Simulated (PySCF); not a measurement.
CH₆ClFSi₂

The calculation's input:

```
{"job": {"kind": "nmr", "xc": "PBE0", "basis": "pcSseg-1"}, "charge": 0, "multiplicity": 1}
C     -1.680544     0.459299     0.110165
Si    -0.322217    -0.838780    -0.170447
Si     1.784820     0.075568     0.086746
F      2.545230    -0.027899    -1.337648
Cl     1.797129     2.050785     0.514801
H     -1.604995     1.274419    -0.604911
H     -2.671049     0.024568     0.010405
H     -1.611279     0.892522     1.104775
H     -0.499120    -1.928441     0.802370
H     -0.494729    -1.425885    -1.507198
H      2.762179    -0.553485     0.964980
```

Launched as:

```sh
OMP_NUM_THREADS=1 python probes_run.py task.json out
```

Geometry: GFN2-xTB.

Method: PBE0/pcSseg-1, SCF density, gas phase, non-relativistic in PySCF 2.14.0.

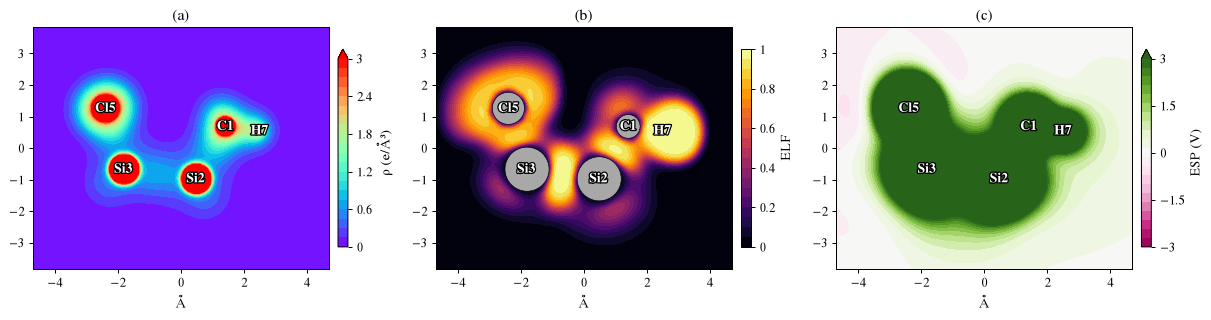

Figure 1. (a) electron density; (b) electron localisation function; (c) electrostatic potential on the plane of atoms C1, Si2 and Si3. Grey discs cover the atomic cores in the ELF map.

Question: What does the map show?

Answer:
- The section cuts through C, Si, Cl and H sites.
- C–Si (1.90 Å): ρ is about 0.9 e/Å³ halfway; the ELF peaks at about 0.95 between the atoms; a shared electron pair.
- Si–Cl (2.02 Å): the density is about 0.96 e/Å³ at the midpoint; the ELF peaks at about 0.90 between the atoms, as expected for a polar covalent bond.
- Si–Si (2.31 Å): ρ is about 0.7 e/Å³ halfway; the ELF peaks at about 1 between the atoms; localised, covalent bonding.
- C–H (1.09 Å): ρ is about 2 e/Å³ halfway; the ELF climbs to about 1 towards the hydrogen, as it does in any bond to H (an ordinary covalent bond to hydrogen).
- The ELF also peaks beside Cl5, away from the bonds: lone-pair regions.
- Outside the dense part of the molecule the potential is most negative (−0.5 V) near Cl5.

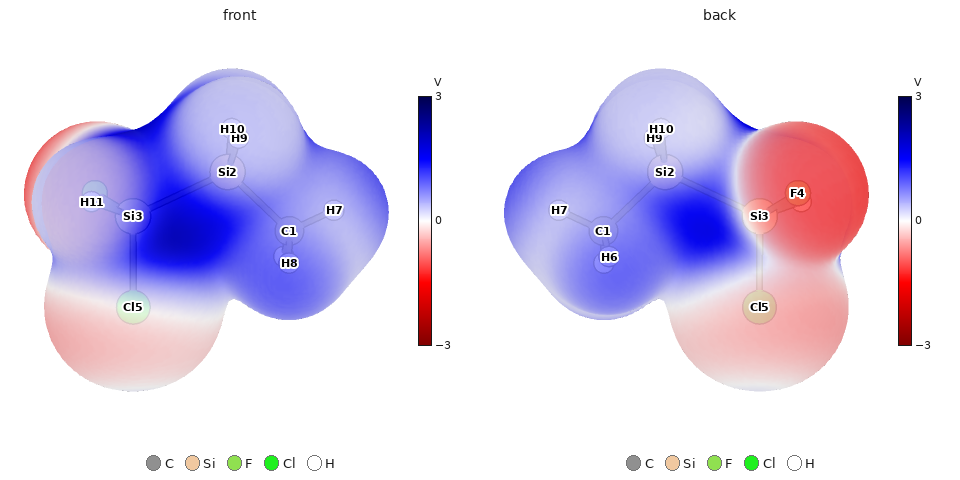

Figure 2. The electrostatic potential painted on the density surface at 0.002 e/bohr³, seen from the front and from behind; the colour scale runs from red (negative) to blue (positive).

Question: Describe the electrostatic potential map.

Answer: The most negative region (about −1.1 V) lies over F4, the most positive (about +1.9 V) over Si3.

Question: What dipole moment does the calculation give?

Answer: Its dipole moment is 2.39 D.
